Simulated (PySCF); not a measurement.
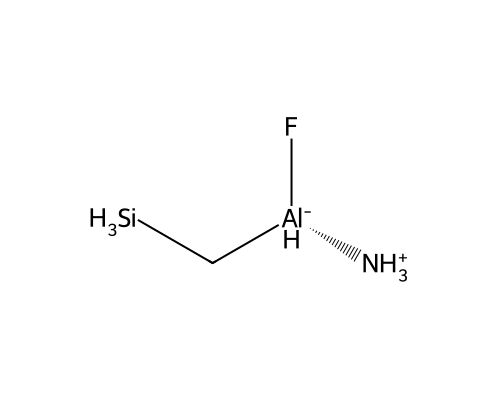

Skeletal drawing of a molecule.

> Transcribe the drawing into SMILES.

[NH3+][Al@@H-]([F])[CH2][SiH3]

> What is the molecular formula?

CH9AlFNSi.

> An optimisation with GFN2-xTB gave a structure of which point group?

C1.

The parts below concern this one geometry. Atoms keep their numbers from picture to picture. The geometry was computed by an optimisation with GFN2-xTB. No frequency run is at hand to confirm it as a minimum.

Electronic properties

No frequency run is at hand to confirm it as a minimum. Level of theory: PBE0/def2-SVPD, gas phase (PySCF 2.14.0). Excitations: vertical, linear response.

> Give the LUMO energy (Kohn–Sham orbital) at this level.

−0.39 eV.

> What is the HOMO energy (Kohn–Sham orbital)?

−7.45 eV.

> What is the brightest of the 6 lowest singlets?

6.65 eV.

> What is the mean static polarisability?

76.9 bohr³.

NMR shielding

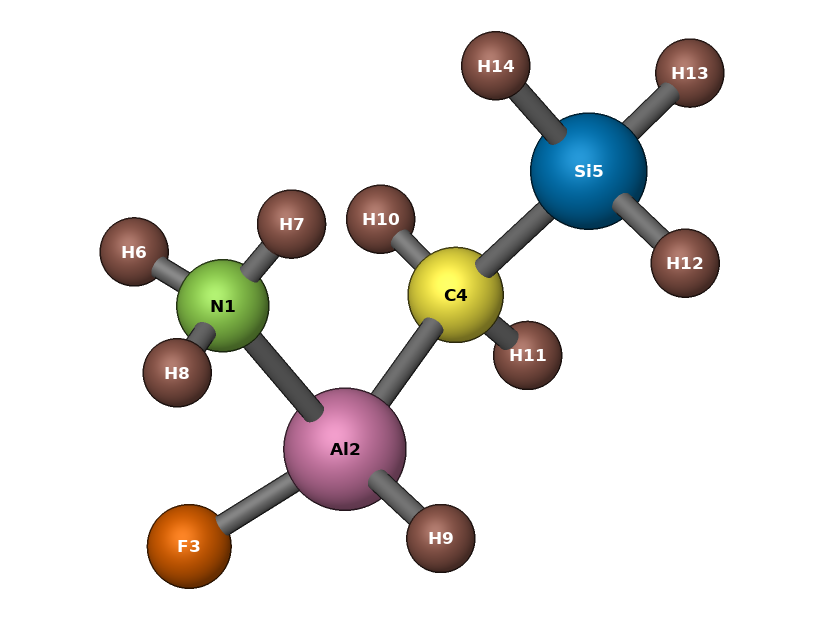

No frequency run is at hand to confirm it as a minimum. Properties computed with GIAO PBE0/pcSseg-1 NMR shielding, non-relativistic, gas phase (PySCF 2.14.0). Principal shieldings σ11 ≤ σ22 ≤ σ33, span Ω = σ33 − σ11, skew κ = 3(σiso − σ22)/Ω.

Give the shielding tensors of the F atoms.

```csv
atom,σ11,σ22,σ33,σiso,Ω,κ
F3,320.8,356.6,411.7,363.0,90.9,0.21
```

Shieldings and span in ppm.

Quadrupole coupling

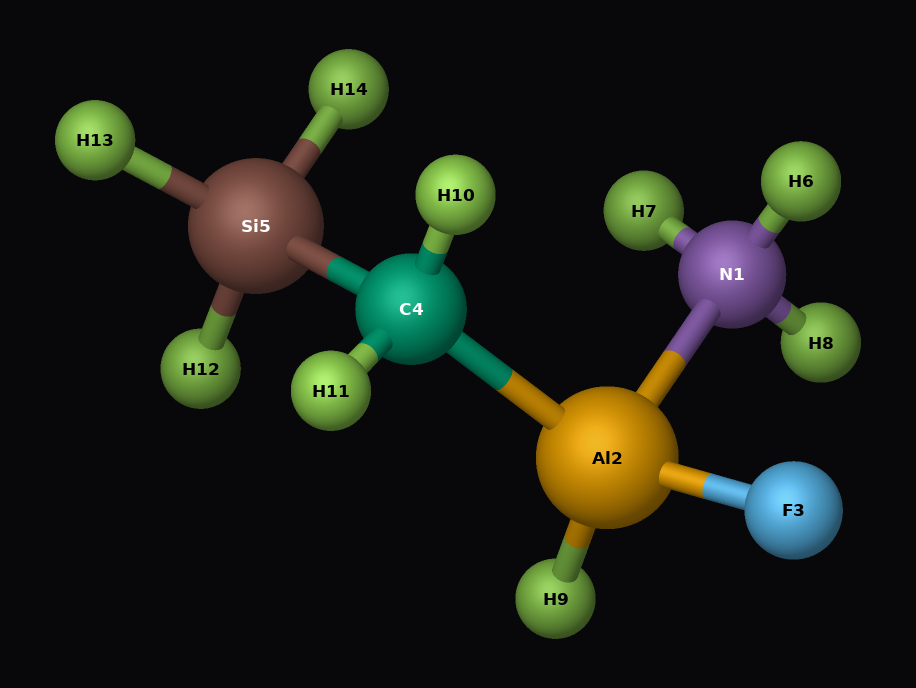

No frequency run is at hand to confirm it as a minimum. Electric field gradients from the ground-state density, PBE0/pcSseg-1 (PySCF 2.14.0), non-relativistic apart from any core potentials.

Give the largest field-gradient component, the quadrupole coupling constant and the asymmetry for 14N at N1 (Q = 20.44 mb), 27Al at Al2 (Q = 146.6 mb), 2H at H6 (Q = 2.86 mb), 2H at H7 (Q = 2.86 mb), 2H at H8 (Q = 2.86 mb), 2H at H9 (Q = 2.86 mb).

```csv
atom,V_zz (a.u.),e²qQ/h (MHz),η
N1,−0.694,−3.33,0.01
Al2,0.787,27.1,0.39
H6,0.382,0.256,0.09
H7,0.383,0.258,0.09
H8,0.382,0.257,0.09
H9,0.132,0.089,0.04
```

The geometry is semi-empirical. Around Al, Si such bond lengths and angles can be off by a tenth of an ångström or more and by several degrees, and values that hang on the shape move with them.
